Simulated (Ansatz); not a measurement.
# SrTiO3 (Tausonite): a many-body input that goes wrong, and its mend

Aim: the G0W0 gap of SrTiO3 (Tausonite). The first input has a fault.

Method: G0W0 on PBE, plane waves, PAW, in Ansatz 0.2.0.

## (1) Starting point

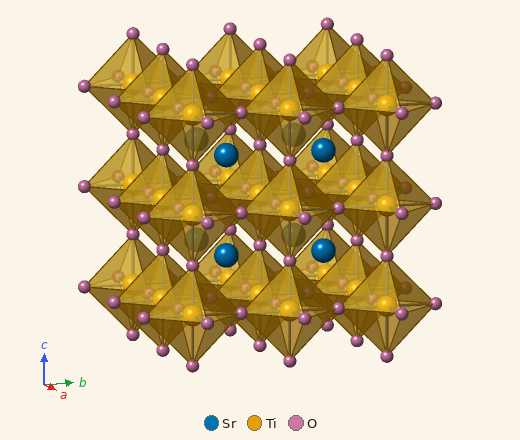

The starting structure, seen slightly off an axis (strontium blue, titanium orange, oxygen pink). 2×2×2 cells are drawn. Some periodic images of atoms are drawn too.

The cell and positions come from the Crystallography Open Database and are kept as given unless a step says otherwise. The default PAW set here is soft_2. Its files were made with PBE.

## (2) First try

Contents of input.yaml:

```yaml
crystal:
  lattice:
    - [3.90528, 0.0, 0.0]
    - [0.0, 3.90528, 0.0]
    - [0.0, 0.0, 3.90528]
  atoms:
    - { symbol: Sr, position: [0.5, 0.5, 0.5] }
    - { symbol: Ti, position: [0.0, 0.0, 0.0] }
    - { symbol: O, position: [0.5, 0.0, 0.0] }
    - { symbol: O, position: [0.0, 0.5, 0.0] }
    - { symbol: O, position: [0.0, 0.0, 0.5] }
kpoints:
  mp_grid: { grid: [4, 4, 4] }
hamiltonian:
  xc: pbe
scf:
  occupations: { method: fixed }
gw:
  n_empty_bands: 62
  ecut_chi: 5
  qp_bands: [v2, c2]
  qp_kpoints: band_edges
  screening: { model: contour_deformation }
```

Started as:

```bash
> ansatz run input.yaml --threads 3 --pin off --max-ram 92160MiB --backend cuda --events-out ev --progress --plain --runs-dir out --devices 1 --max-vram 13GiB  # rebuilt from the run's record
```

Numbers of over 12 decimals in the logs are rounded to 6 here.

What it wrote:

```text
GPUs: using 1 of 1 available (devices: 1).
Engine: ansatz 0.2.0, x86_64-unknown-linux-gnu
Pseudopotentials: kind: paw
Pseudopotential: Sr, paw, valence charge 10, recommended cutoff 420 eV (normal), Sr.paw.azcp
Pseudopotential: Ti, paw, valence charge 12, recommended cutoff 420 eV (normal), Ti.paw.azcp
Pseudopotential: O, paw, valence charge 6, recommended cutoff 420 eV (normal), O.paw.azcp
Functional definition: PBE
  parameter kappa = 0.804
  parameter beta = 0.066725
  exchange = pbe_x(kappa = kappa, mu = beta*pi^2/3)
  correlation = pbe_c(beta = beta)
device memory: the entry about to start is reckoned to put 0.6 GiB on a device that reports 51.7 GiB free (of which the cap on the GPU budget leaves the run 13.0 GiB)
GPU FFT provider: cuFFT
GPU libraries: cuBLAS 13.8.2, cuFFT 12.4.0, cuSOLVER 12.3.4
Crystal: 5 atoms, lattice volume = 59.560 Å³
Basis set: ecut = 420 eV, 1189 PW (Γ)
Bands: 25, of which v1, the nominal top of the filled ones, is band 20 counted from 1 (19 counted from 0)
Symmetry: 48 space group operations
Space group: Pm-3m (ITA 221), of the structure as read, at distance tolerance 3.9e-5 Å
k-points: 10 of 64
Non-local potential: Sr, projectors of the file, l = 0: 3, l = 1: 2, l = 2: 2
Non-local potential: Ti, projectors of the file, l = 0: 3, l = 1: 2, l = 2: 3, l = 3: 1
Non-local potential: O, projectors of the file, l = 0: 2, l = 1: 2, l = 2: 1
PAW form: soft (Blöchl's): semilocal exchange-correlation on the pseudo side does not see the compensation charge
PAW one-centre angular grid: Sr, 110 points (default); XC on 64 Gauss nodes
PAW one-centre angular grid: Ti, 590 points (default); XC on 64 Gauss nodes
PAW one-centre angular grid: O, 110 points (default); XC on 64 Gauss nodes
Initial density: superposition of atomic densities (neutral atoms: chi_scale 0, normalization atom), corrected by the library's trained network
Initial wavefunctions: pseudopotential atomic-orbital guess
GPU buffer pool allocated for 19683 grid points (all kernels)
GPU transforms: local potential and band sums: pruned to the plane-wave sphere, on 25×27×27
Functional: x = pbe(κ = 0.804, μ = 0.219515), c = pbe(β = 0.066725)
SCF iter   1: F=—  HF=-7754.449331 eV  |F-HF|=—  |Δ(HF+E_count)|=         —  Δρ=1.47e-3  dr2=3.12e-4  ethr=1.77e-3  ⟨swp⟩=4.0  Hψ=1098  notcnv=0  defer=22
preconditioner: auto → Resta (q_TF=auto, 2.553 Å⁻¹)  ε∞=5.6  [insulator: Δε(μ)=1.868 eV  Ē_g=12.246 eV  n_scr=18 (ndim 8)  ℏωp=26.4 eV  f_vac=0.000  ε∞_Penn≈5.6]
SCF iter   2: F=—  HF=-7754.450057 eV  |F-HF|=—  |Δ(HF+E_count)|=   7.26e-4  Δρ=7.36e-4  dr2=7.67e-5  ethr=7.80e-7  ⟨swp⟩=3.1  Hψ=634  notcnv=0  defer=26
SCF iter   3: F=—  HF=-7754.450221 eV  |F-HF|=—  |Δ(HF+E_count)|=   1.65e-4  Δρ=3.95e-4  dr2=7.98e-5  ethr=1.92e-7  ⟨swp⟩=2.0  Hψ=415  notcnv=0  defer=25
SCF iter   4: F=—  HF=-7754.450211 eV  |F-HF|=—  |Δ(HF+E_count)|=   1.02e-5  Δρ=6.75e-5  dr2=9.01e-7  ethr=1.92e-7  ⟨swp⟩=2.1  Hψ=317  notcnv=0  defer=26
SCF iter   5: F=—  HF=-7754.450213 eV  |F-HF|=—  |Δ(HF+E_count)|=   1.70e-6  Δρ=1.74e-5  dr2=1.25e-7  ethr=2.25e-9  ⟨swp⟩=2.4  Hψ=422  notcnv=0  defer=26
SCF iter   6: F=-7754.450213 eV  HF=-7754.450213 eV  |F-HF|=1.75e-9  |Δ(HF+E_count)|=   1.01e-7  Δρ=2.86e-6  dr2=3.93e-9  ethr=2.50e-10  ⟨swp⟩=8.2  Hψ=958  notcnv=0
SCF 1 converged in 6 iterations: F = -7754.450213 eV  dr2 = 3.93e-9
[...]
device memory: the entry about to start is reckoned to put 0.7 GiB on a device that reports 51.6 GiB free (of which the cap on the GPU budget leaves the run 13.0 GiB)
NSCF: frozen V_eff on 10 k-points, pencils in batches of 32, up to order 100
[...]
device memory: the entry about to start is reckoned to put 1.5 GiB on a device that reports 64.9 GiB free (of which the cap on the GPU budget leaves the run 13.0 GiB)
NSCF: frozen V_eff on 10 k-points
G₀W₀ screening: q 1/10
[... further progress lines ...]
SCF converged after 6 iterations
[...]
k-point 1: bands = [... 16 lower, 8.3325, 8.3900, 9.4083, 9.4083, 11.9439, 12.9207, 12.9207, 14.3283, ... 1 higher]
  k-point 2: bands = [... 16 lower, 7.6457, 8.0230, 9.2742, 9.2742, 12.0282, 13.7842, 13.7842, 14.3337, ... 1 higher]
  k-point 9: bands = [... 16 lower, 6.2707, 9.9959, 9.9959, 9.9959, 14.4648, 14.4648, 14.4648, 16.9699, ... 1 higher]
--- G₀W₀: contour deformation, 6 samples at zero and on the imaginary axis and 2 off it, 64 q-points, 62 empty bands' worth ---
  eigenvalues of the whole cell's RPA ε∞ on this k-mesh (on a slab, of 1 + 4πα/V) = 6.8798, 6.8798, 6.8798; static W/v taken at q = 0 is 0.145352
  bands read: the sum over 82 bands ends inside a degenerate multiplet in 3 slots, whose members it reads at an even weight; the widest, k=0: bands 82 to 84 (counted from 1) at 1/3 each
  gw.qp_kpoints: band_edges: 8 of 10 stored k-points solved, in 3 passes; an edge of the gap read off the rows below is read off those points alone
    valence top: of the k-points left out ik 7 came nearest to being solved in a further pass, in band 19 (counted from 1, as in the quasiparticle table): it holds the edge there only if its correction is more favourable than any solved in that band by at least 0.619 eV; those differ by 0.337 eV
    conduction bottom: of the k-points left out ik 6 came nearest to being solved in a further pass, in band 22 (counted from 1, as in the quasiparticle table): it holds the edge there only if its correction is more favourable than any solved in that band by at least 1.258 eV; those differ by 1.092 eV
  `?` marks the rows in doubt; gw_qp.tsv's column doubts and the gw_qp event give each row's grounds
    ik  band        ε_KS         Σx   Σc(E_QP)       V_xc       Z   E_QP_lin       E_QP  E_QP is
     0    19      9.6503   -26.3864     3.3105   -21.5086  0.8381     8.0290     8.0830  root
     0    20      9.6503   -26.3864     3.3105   -21.5086  0.8381     8.0290     8.0830  root
     0    21     11.8636   -12.6230    -3.9423   -20.3002  0.8377    15.8247    15.5984  root ?
     0    22     11.8636   -12.6230    -3.9423   -20.3002  0.8377    15.8247    15.5984  root ?
     1    19      9.4083   -26.1307     3.3360   -21.2539  0.8362     7.8146     7.8674  root
     1    20      9.4083   -26.1307     3.3360   -21.2539  0.8362     7.8146     7.8674  root
     1    21     11.9439   -12.7727    -4.0011   -20.5831  0.8367    15.9949    15.7532  root ?
     1    22     12.9207   -14.2160    -4.2165   -21.8811  0.8258    16.6486    16.3693  root ?
     2    19      9.2742   -26.1174     3.3905   -21.1218  0.8352     7.6086     7.6691  root
     2    20      9.2742   -26.1174     3.3905   -21.1218  0.8352     7.6086     7.6691  root
     2    21     12.0282   -12.9424    -4.0657   -20.8987  0.8357    16.1783    15.9187  root ?
     2    22     13.7842   -14.8756    -4.7787   -23.2137  0.8098    17.7043    17.3437  root ?
     3    19      8.9384   -25.6305     3.3199   -20.9797  0.8327     7.5682     7.6074  root
     3    20      9.2597   -25.3583     3.5769   -20.2183  0.8286     7.6353     7.6966  root
     3    21     12.8783   -13.9942    -4.2596   -21.8081  0.8264    16.7274    16.4327  root ?
     3    22     13.0212   -14.3827    -4.3020   -22.1858  0.8240    16.8202    16.5222  root ?
     4    19      8.6829   -25.7410     3.4234   -20.8727  0.8311     7.1884     7.2379  root
     4    20      9.3575   -25.1838     3.5895   -20.0997  0.8276     7.8079     7.8629  root
     4    21     12.9839   -14.1968    -4.3436   -22.1392  0.8246    16.8981    16.5826  root ?
     4    22     13.7874   -14.8191    -4.8044   -23.2306  0.8097    17.7573    17.3946  root ?
     5    19      8.4350   -24.8770     3.7705   -19.4385  0.8214     6.6833     6.7670  root
     5    20      9.9082   -25.8857     3.5674   -20.8234  0.8318     8.3615     8.4133  root
     5    21     13.7927   -14.7864    -4.8242   -23.2565  0.8098    17.8025    17.4386  root ?
     5    22     13.7927   -14.7864    -4.8242   -23.2565  0.8098    17.8025    17.4386  root ?
     8    19      9.3285   -25.2122     3.6079   -20.0669  0.8277     7.7317     7.7911  root
     8    20      9.9512   -25.9795     3.5583   -20.9166  0.8325     8.3946     8.4466  root
     8    21     14.0742   -14.5506    -5.0393   -23.3501  0.8055    18.2223    17.8345  root ?
     8    22     14.0742   -14.5506    -5.0393   -23.3501  0.8055    18.2223    17.8345  root ?
     9    19      9.9959   -26.0786     3.5505   -21.0126  0.8333     8.4283     8.4805  root
     9    20      9.9959   -26.0786     3.5505   -21.0126  0.8333     8.4283     8.4805  root
     9    21     14.4648   -14.5075    -4.7536   -23.8017  0.7961    18.8160    19.0053  root ?
     9    22     14.4648   -14.5075    -4.7536   -23.8017  0.7961    18.8160    19.0053  root ?
[key lines of the parts left out:]
Free energy (F): -7754.450213 eV
Fermi energy:    9.995895 eV
```

The job ended after 3.8 s (1 × NVIDIA H100 80GB HBM3 (shared by 6 runs) with 3 threads of AMD EPYC 7R13 (Zen 3), shared host; peak memory 1 GiB; 5.2 s of CPU time).

The column dr2 measures how far the density is from self-consistency, as an energy; F and HF (Harris–Foulkes) agree once it is small.

**What went wrong?**

The run ended normally, though the input holds a fault or crude settings.

The fault: screening cutoff of a few eV. Such a cutoff keeps only a few plane waves in the dielectric matrix, so local fields and the Coulomb hole are lost.

It printed a gap of 7.12 eV, which is an artefact of the settings.

## (3) A better input

Now the one-shot GW correction: screening in the RPA, then the self-energy of the levels asked for.

input.yaml: that of step 2 with these lines changed.

```diff
@@ -18,4 +18,4 @@
 gw:
-  n_empty_bands: 62
-  ecut_chi: 5
+  n_empty_bands: 248
+  ecut_chi: 150
   qp_bands: [v2, c2]
```

What it wrote:

```text
GPUs: using 1 of 1 available (devices: 1).
[...]
GPU FFT provider: cuFFT
GPU libraries: cuBLAS 13.8.2, cuFFT 12.4.0, cuSOLVER 12.3.4
Crystal: 5 atoms, lattice volume = 59.560 Å³
Basis set: ecut = 420 eV, 1189 PW (Γ)
Bands: 25, of which v1, the nominal top of the filled ones, is band 20 counted from 1 (19 counted from 0)
[... 1 set-up line as in the run before ...]
[...]
k-points: 10 of 64
[...]
GPU buffer pool allocated for 19683 grid points (all kernels)
[...]
SCF iter   1: F=—  HF=-7754.449331 eV  |F-HF|=—  |Δ(HF+E_count)|=         —  Δρ=1.47e-3  dr2=3.12e-4  ethr=1.77e-3  ⟨swp⟩=4.0  Hψ=1098  notcnv=0  defer=22
[...]
SCF iter   6: F=-7754.450213 eV  HF=-7754.450213 eV  |F-HF|=1.75e-9  |Δ(HF+E_count)|=   1.01e-7  Δρ=2.86e-6  dr2=3.93e-9  ethr=2.50e-10  ⟨swp⟩=8.2  Hψ=958  notcnv=0
SCF 1 converged in 6 iterations: F = -7754.450213 eV  dr2 = 3.93e-9
[...]
0    19      9.6503   -26.3864     4.4676   -21.5086  0.7249     9.2368     9.2402  root
     0    20      9.6503   -26.3864     4.4676   -21.5086  0.7249     9.2368     9.2402  root
     0    21     11.8636   -12.6230    -6.5467   -20.3002  0.7369    13.0219    12.9941  root
     0    22     11.8636   -12.6230    -6.5467   -20.3002  0.7369    13.0219    12.9941  root
     1    19      9.4083   -26.1307     4.4541   -21.2539  0.7230     8.9818     8.9856  root
     1    20      9.4083   -26.1307     4.4541   -21.2539  0.7230     8.9818     8.9856  root
     1    21     11.9439   -12.7727    -6.6595   -20.5831  0.7338    13.1244    13.0948  root
     1    22     12.9207   -14.2160    -6.5247   -21.8811  0.7136    14.0952    14.0610  root
[...]
9    19      9.9959   -26.0786     4.6606   -21.0126  0.7164     9.5871     9.5906  root
     9    20      9.9959   -26.0786     4.6606   -21.0126  0.7164     9.5871     9.5906  root
     9    21     14.4648   -14.5075    -8.0915   -23.8017  0.6670    15.7279    15.6675  root
     9    22     14.4648   -14.5075    -8.0915   -23.8017  0.6670    15.7279    15.6675  root
[key lines of the parts left out:]
SCF converged after 6 iterations
Free energy (F): -7754.450213 eV
Fermi energy:    9.995895 eV
```

Elapsed: 13 s, on 1 × NVIDIA H100 80GB HBM3 (shared by 6 runs) with 3 threads; peak memory 1.2 GiB; 7.9 s of CPU time.

This step gave:

```yaml
bands_summed: 268
rpa_eps_infinity_on_this_mesh_eigenvalues: 6.539, 6.539, 6.539
plane_waves_in_the_screening_matrix: 251
q_points_in_the_mesh: 64
g0w0_gap_on_the_mesh: 3.403 eV
k_of_the_valence_top: -0.5, -0.5, -0.5
k_of_the_conduction_bottom: 0, 0, 0
starting_gap_on_the_mesh: 1.868 eV
z_at_the_valence_top: 0.7164
z_at_the_conduction_bottom: 0.7369
least_direct_g0w0_gap_on_the_computed_points: 3.754 eV
```

The gap on the mesh goes from 1.87 eV to 3.40 eV, a correction of +1.54 eV. Between the two edge states, bare exchange in place of the xc potential would open the gap by 12.74 eV, and correlation takes back 11.21 eV.

## (4) What came out

| Quantity | Value |
| --- | --- |
| first try | converged after 3.8 s |
| better run | G0W0 gap on the mesh 3.40 eV (4×4×4 mesh, 248 empty bands, screening to 150 eV) |

The second run differs in: empty bands and screening cutoff (eV). Bands and cutoff are finite, so the gap is not at the basis limit. The miss can reach some tenths of an eV and take either sign; the mesh is an error of its own. The 4×4×4 mesh is coarse for this cell (its supercell is 16 Å along the shortest edge). The RPA ε∞ on it, from the PBE start, is 6.54; such meshes misread the long-range screening, most where the gap is narrow. This is the ideal cubic cell; many perovskites, halides above all, are cubic only on average, and local tilts or off-centring can widen the gap. The many-body steps are scalar-relativistic: spin-orbit coupling is not in them.

[Paths, hosts, dates, memory and timing lines, banners, echoed tables and standing remarks are left out of the program output.]

[Logs are printed without paths, hosts, clocks, repeated set-up lines and the standing remarks that a program may print on its own settings, such as how far it seeks lower states.]

[Runs of the session that timed out or met a known fault of the program may be left out.]

[Cells called generated may have been cut or substituted from an entry of the Crystallography Open Database or the Materials Project.]

[Hosts, paths, dates, database ids (printed as entryN), source tags and the programs' standing remarks are cut or masked in the printed files.]
